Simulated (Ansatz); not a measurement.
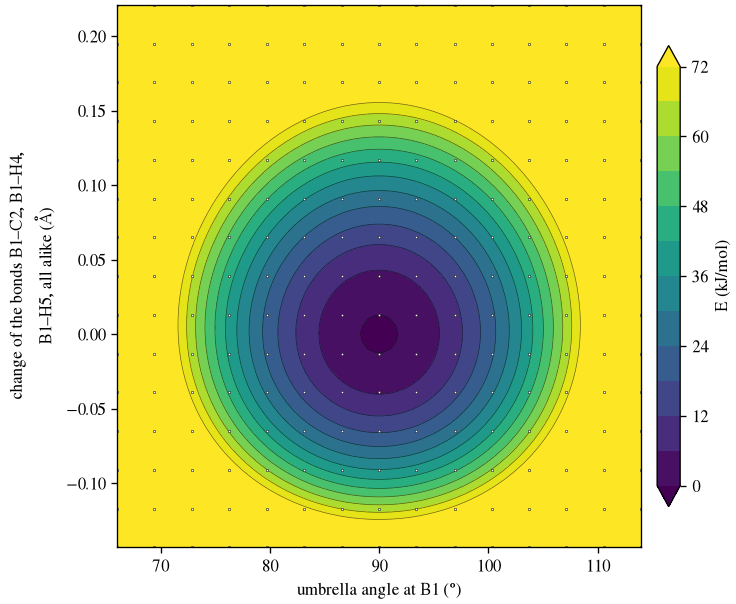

CH₃BCl, SMILES B[CH]Cl, spin multiplicity 2. Coordinates scanned: (1) umbrella angle at B1 (between each of its bonds and their common axis; 90 is planar); (2) change of the bonds B1–C2, B1–H4, B1–H5, all alike. Nothing is relaxed (all other coordinates rigid). The scan uses a 15 × 15 grid; 120 points were computed and 105 follow by symmetry. Points are written as (first, second). All energies are given in kJ/mol relative to the lowest grid point. Theory: UKS PBE0-D4/def2-TZVP (Ansatz 0.2.0).

In the figure: filled contours, dots at the grid points, one colour for all values above the top of the scale. Between grid points the surface is interpolated.

Question: Estimate the position of the minimum and the force constants in these coordinates.

Answer: The interpolated minimum is at the first coordinate ≈ 90.0°, the second coordinate ≈ 0.000 Å. The curvatures there are about 15 eV/rad² and 79 eV/Å², with a cross term of about 0 eV/(rad·Å). Round the minimum the two coordinates are nearly uncoupled. (1 eV is 96.5 kJ/mol.)
